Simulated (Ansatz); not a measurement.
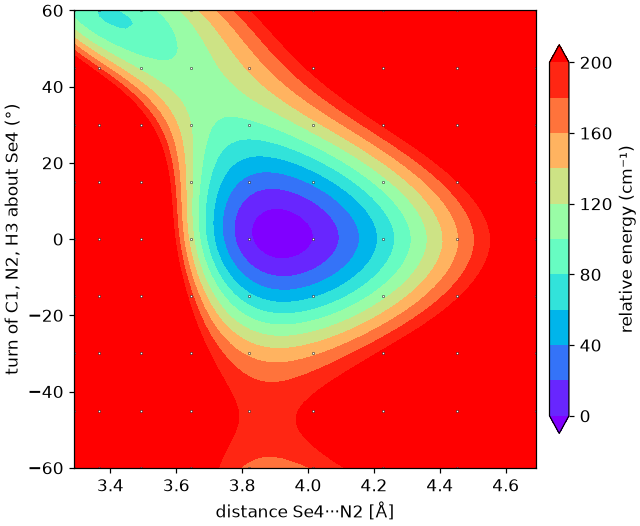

The pair CHN···H₂Se. The turn is about an axis along (0.30, −0.95, −0.02) in the frame of the relaxed pair, normal to the line between the partners. The first coordinate is: distance Se4···N2; the second: turn of C1, N2, H3 about Se4. The grid has 9 × 9 points. Points are written as (first, second). All energies are given in cm⁻¹ relative to the lowest grid point. Theory: RKS B3LYP-D4/def2-TZVPD (Ansatz 0.2.0).

Drawn: filled contours, dots at the grid points, one colour for all values above the top of the scale. Between grid points the surface is interpolated.

Where is the minimum, and how stiff is the well along each coordinate?

Answer. The interpolated minimum is at distance Se4···N2 ≈ 3.916 Å, turn of C1, N2, H3 about Se4 ≈ 1°. The curvatures there are about 0.32 eV/Å² and 0.22 eV/rad², with a cross term of about 0.02 eV/(Å·rad). Round the minimum the two coordinates are weakly coupled (coupling 0.10 in units of the two stiffnesses). (1 eV is 8066 cm⁻¹.)
